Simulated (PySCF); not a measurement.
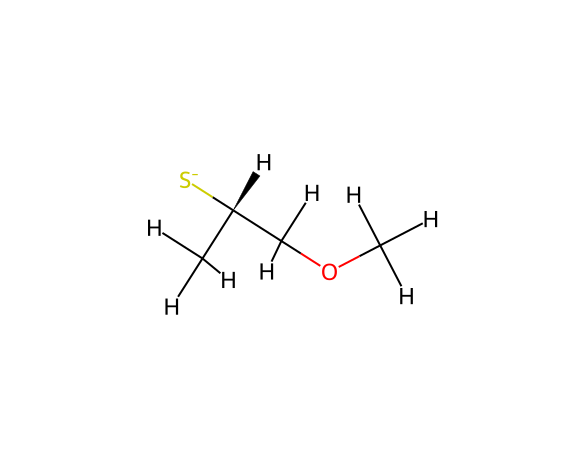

A structural formula. State: charge −1, singlet.

**Transcribe the drawing into SMILES.**

COC[C@H](C)[S-]

**What is the molecular formula?**

C4H9OS, charge -1.

**An optimisation with GFN2-xTB gave a structure of which point group?**

C1.

The parts below concern this one geometry. Atoms keep their numbers from picture to picture. Computed geometry: GFN2-xTB optimisation. No frequency run is at hand to confirm it as a minimum.

Geometry

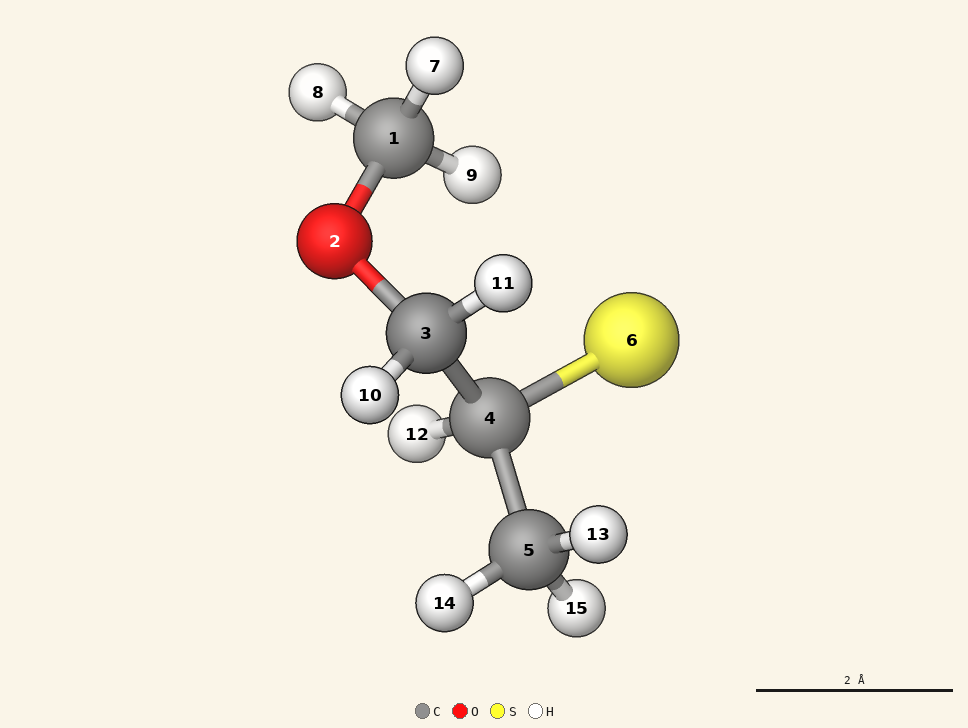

Atoms carry their numbers in the input. No frequency run is at hand to confirm it as a minimum.

Give the bond lengths.

```csv
bond,length (Å),order
C1–O2,1.412,single
C1–H7,1.100,single
C1–H8,1.091,single
C1–H9,1.097,single
O2–C3,1.416,single
C3–C4,1.536,single
C3–H10,1.100,single
C3–H11,1.101,single
C4–C5,1.528,single
C4–S6,1.816,single
C4–H12,1.101,single
C5–H13,1.090,single
C5–H14,1.095,single
C5–H15,1.089,single
```

Electronic properties

No frequency run is at hand to confirm it as a minimum. Method: PBE0/def2-SVPD, gas phase (PySCF 2.14.0).

**Estimate the mean static polarisability.**

99.5 bohr³.

**Give the HOMO energy (Kohn–Sham orbital) at this level.**

−0.22 eV.

NMR shielding

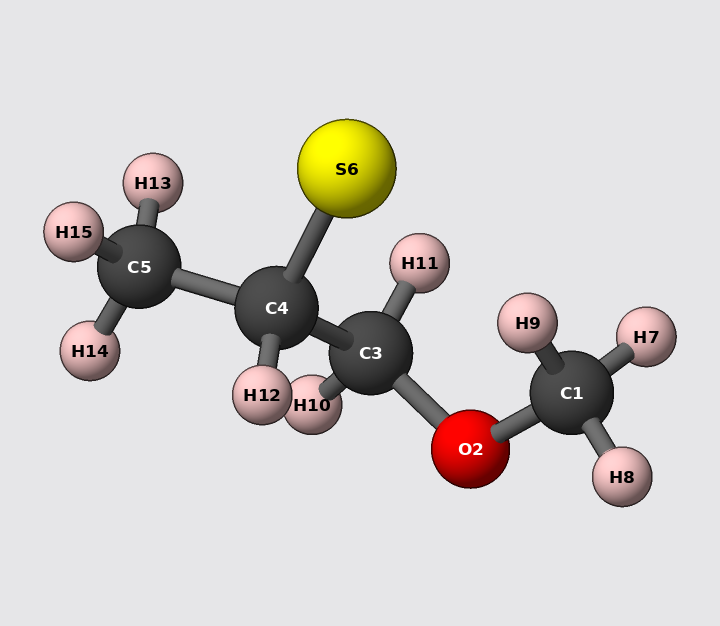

No frequency run is at hand to confirm it as a minimum. Level of theory: GIAO PBE0/pcSseg-1 NMR shielding, non-relativistic, gas phase (PySCF 2.14.0). Principal shieldings σ11 ≤ σ22 ≤ σ33, span Ω = σ33 − σ11, skew κ = 3(σiso − σ22)/Ω.

Give the shielding tensors of the S atoms.

| atom | σ11 | σ22 | σ33 | σiso | Ω | κ |
| --- | --- | --- | --- | --- | --- | --- |
| S6 | 293.4 | 378.5 | 849.0 | 507.0 | 555.6 | 0.69 |

Shieldings and span in ppm.

Quadrupole coupling

No frequency run is at hand to confirm it as a minimum. Electric field gradients from the ground-state density, PBE0/pcSseg-1 (PySCF 2.14.0), non-relativistic apart from any core potentials.

Give the largest field-gradient component, the quadrupole coupling constant and the asymmetry for 17O at O2 (Q = −25.6 mb), 33S at S6 (Q = −67.81 mb), 2H at H7 (Q = 2.86 mb), 2H at H8 (Q = 2.86 mb).

```
atom  V_zz (a.u.)  e²qQ/h (MHz)     η
  O2       −2.024         12.18  0.97
  S6        2.852         −45.4  0.05
  H7        0.294         0.198  0.09
  H8        0.312         0.210  0.07
```
